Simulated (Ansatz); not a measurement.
# Calculations on AlSiH7O

Part 1: Relaxation

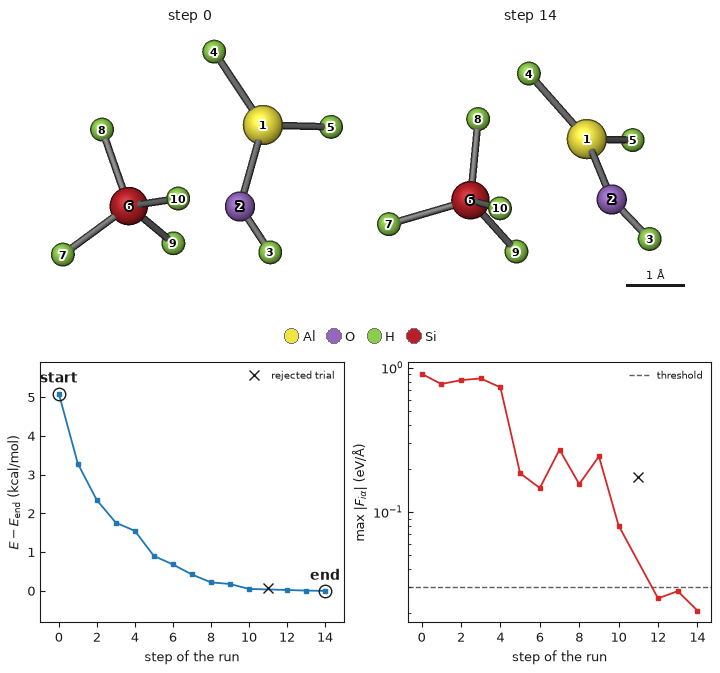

First and last geometry of a relaxation of AlSiH₇O, with the history of the run. The picture is a ball-and-stick view, seen from a free direction.

The run prepares an end point of a later path (reaction) calculation, from a guessed geometry.

Method: RKS r2SCAN-D4/def2-SVP in Ansatz 0.2.0. (no spin polarisation; force threshold 0.03 eV/Å; at most 50 steps)

Question: Read the history and describe the run.

Answer: It converged. Over 13 accepted moves (14 points after the start) the energy falls by 5.10 kcal/mol. Largest force component: 0.91 eV/Å at the start, 0.021 eV/Å at the end. The line search rejected the trial step at point 11 of the run. H5 moves most after the best rigid fit: 0.81 Å. By element the largest moves are H 0.81 Å, O 0.64 Å, Al 0.38 Å, Si 0.12 Å. Near-neighbour distances that change, for instance: Al1–Si6 3.519 → 3.185 Å, Al1–H10 2.209 → 2.100 Å, Al1–O2 1.751 → 1.712 Å, Si6–H10 1.480 → 1.512 Å. Bond angles that change, for instance: Al1–O2–H3 122.1° → 125.9°, H8–Si6–H10 110.3° → 108.2°, H8–Si6–H9 109.8° → 111.8°. Cost: 25 s on 2 threads of Intel(R) Xeon(R) 6975P-C (Granite Rapids) (shared host), peak memory 0.16 GiB.

Limits of the set-up: the start holds two separate molecules, 2.2 Å apart at their closest, whose relative position is a soft coordinate.

Part 2: Relaxation

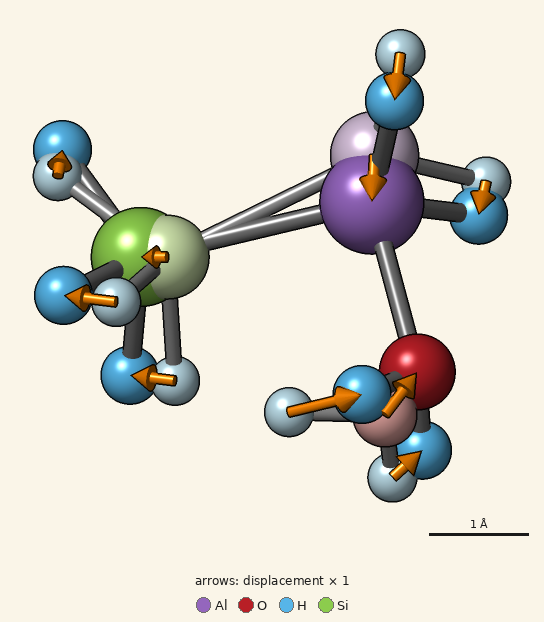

A relaxation of AlSiH$_{7}$O. The starting structure is drawn faded, the final one solid; orange arrows show the displacements, at their true length. The two geometries are superimposed by the best rigid fit.

Style: ball-and-stick. Shown at a tilt.

The run prepares an end point of a later path (reaction) calculation, from a guessed geometry.

All numbers below come from RKS r2SCAN-D4/def2-SVP in Ansatz.

Input file:
```yaml
crystal:
  periodic: [false, false, false]
  atoms:
    - { symbol: Al, position_ang: [0.139207, 0.423215, -0.481738] }
    - { symbol: O, position_ang: [-0.294903, -0.065082, 2.40727] }
    - { symbol: H, position_ang: [-1.220535, 0.183328, 2.549165] }
    - { symbol: H, position_ang: [1.507464, -0.336875, -0.770999] }
    - { symbol: H, position_ang: [-1.234988, -0.175182, -1.020348] }
    - { symbol: Si, position_ang: [0.14787, 2.501955, 0.622291] }
    - { symbol: H, position_ang: [1.103723, 2.475276, 1.788376] }
    - { symbol: H, position_ang: [0.537019, 3.709232, -0.182971] }
    - { symbol: H, position_ang: [-1.191749, 2.819898, 1.229277] }
    - { symbol: H, position_ang: [0.192091, 0.760035, 2.638776] }
basis:
  gaussian: { orbitals: def2-SVP }
hamiltonian:
  xc: r2scan
  dispersion: d4
relax:
  f_tol: 0.03
  max_steps: 50
```

Command:
```bash
ansatz run input.yaml --threads 2 --pin off --max-ram 3072MiB --backend cpu --events-out ev --progress --plain --runs-dir out
```

Q: Which element moves most?

A: Hydrogen: up to 0.86 Å, against 0.58 Å for oxygen.

Q: What happened in the run?

A: H10 moves most after the best rigid fit: 0.86 Å. Largest moves by element: H 0.86 Å, O 0.58 Å, Al 0.51 Å, Si 0.29 Å. Among the contacts that change: Al1–O2 2.962 → 2.032 Å, Al1–Si6 2.354 → 2.472 Å, O2–H10 0.986 → 0.970 Å, Al1–H4 1.592 → 1.598 Å. New bonds form, among them: Al1–O2 (2.96 → 2.03 Å). Among the angles between lasting bonds that change: H3–O2–H10 102.9° → 106.8°, H4–Al1–Si6 120.3° → 116.8°. Over 10 geometry steps the energy falls by 66.6 kJ/mol. The largest force component goes from 1 to 0.0056 eV/Å. The forces were under the threshold at step 7, but the run went on from there.

Part 3: Path

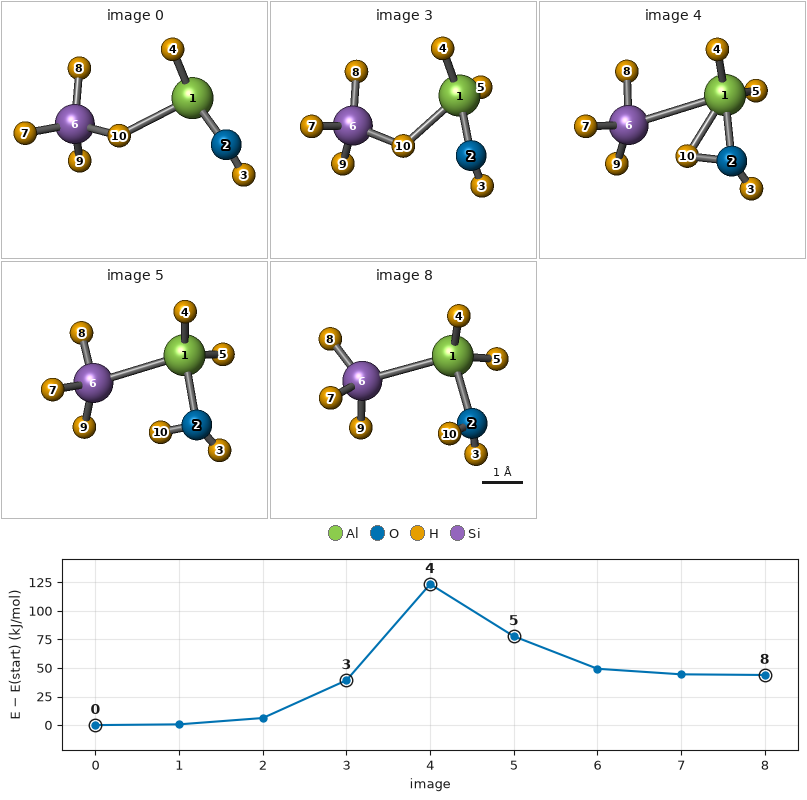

A nudged-elastic-band calculation for AlSiH$_{7}$O. Images are numbered from 0 (start) to 8 (end). A ball-and-stick model, seen at a tilt.

Theory: RKS r2SCAN-D4/def2-SVP in Ansatz 0.2.0. Settings: 7 movable images; climbing image; force threshold 0.05 eV/Å; iteration limit 60; starting path through a guess of the saddle point.

What happens along the path, and what is the barrier?

Answer. Breaking: Si6–H10 (1.51 → 1.90 at the top → 3.50 Å). Forming: Al1–Si6 (3.19 → 2.64 at the top → 2.47 Å), O2–H10 (2.85 → 1.27 at the top → 0.97 Å). The energy climbs by 123.5 kJ/mol to image 4 and then falls by 79.6 kJ/mol, so the end point sits at +43.9 kJ/mol. The band is converged. At the top, the vibrational analysis gives one imaginary mode (1174i cm⁻¹), as a transition state must have.

Cost: 3.4 min on 2 threads of Intel(R) Xeon(R) 6975P-C (Granite Rapids), with other jobs on the host, peak memory 0.16 GiB.
